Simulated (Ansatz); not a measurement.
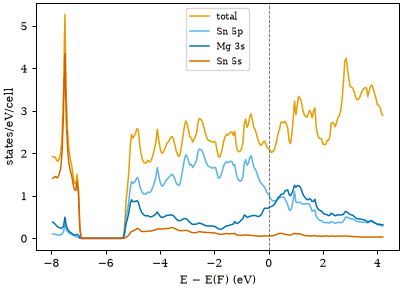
Fig. 1. Total and projected density of states of Mg2Sn in space group P6_3/mmc (No. 194; Mg on 2a, Mg on 2d, Sn on 2c), PBEsol in the plane-wave PAW code Ansatz

Task: Which orbitals carry the states next to the Fermi level?

Result: Within 0.5 eV of the Fermi level: Sn 5p 49 %, Mg 3s 32 %, outside the projected shells 16 %. Projections are on Löwdin-orthogonalised atomic valence shells; empty p or d shells of many metals are not among them.

Task: Where is the tallest occupied peak in this window, and what makes it?

Result: Near -7.5 eV, about 5.3 states/eV per cell; the largest projected share is Sn 5s.

The first step of the workflow began from a Materials Project structure, measured or hypothetical; the Crystallography Open Database copy checked does not list it. COD files the formula under space group No. 225, 227, so this cell is another polymorph or a model. With Mg and Sn taken as one species the cell has the higher symmetry P6/mmm, so it may be an ordered model of a mixed-site phase. Its standing as an ambient phase is unchecked. Symmetry was held in the PBEsol relaxation; of distortions, only those at the zone centre were tested. Spin–orbit coupling is left out wherever it is not named.

Potentials: the later of the program's two PAW sets.
